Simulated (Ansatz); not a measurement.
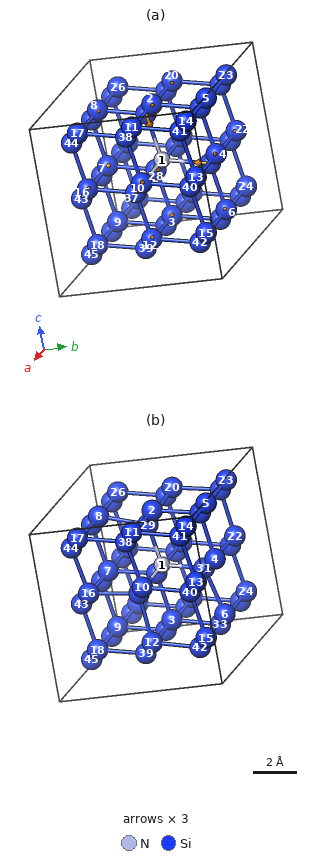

The structure of a defect cell of composition Si$_{53}$N (cell charge +1) before (top) and after (bottom) a relaxation, at one scale. The orange arrows give the displacements, magnified 3 times.

A ball-and-stick model of the cell of the calculation (origin shifted), seen slightly off an axis.

These are results of DFT, PBE, plane-wave PAW, default files, scalar-relativistic in Ansatz 0.2.0, not measurements. Settings: plane-wave cutoff 420 eV; k-point mesh 2 × 2 × 2; occupations fermi dirac; smearing width 0.01 eV; no spin polarisation; atoms relaxed in a fixed cell; force threshold 0.03 eV/Å; at most 40 steps.

> Describe what moved and what it gained.

The largest moves, 0.29 Å, are those of Si atoms. N stays in place. The cell stays as it was. Near-neighbour distances that change, for instance: N–Si 2.350 → 2.059 Å, Si–Si 2.350 → 2.418 Å, Si–Si 2.350 → 2.344 Å. Among the angles between lasting bonds that change: Si–Si–Si 109.5° → 115.3°, Si–Si–Si 109.5° → 103.7°, Si–Si–Si 109.5° → 106.2°. After 3 accepted moves (4 points after the start) the energy has fallen by 1.300 eV per cell of the calculation. The largest force component goes from 1.1 to 0.014 eV/Å. 1 step only repeated the SCF at the same geometry.

Limits of the set-up: the cell is charged, on a uniform background, and energies carry no finite-size correction.
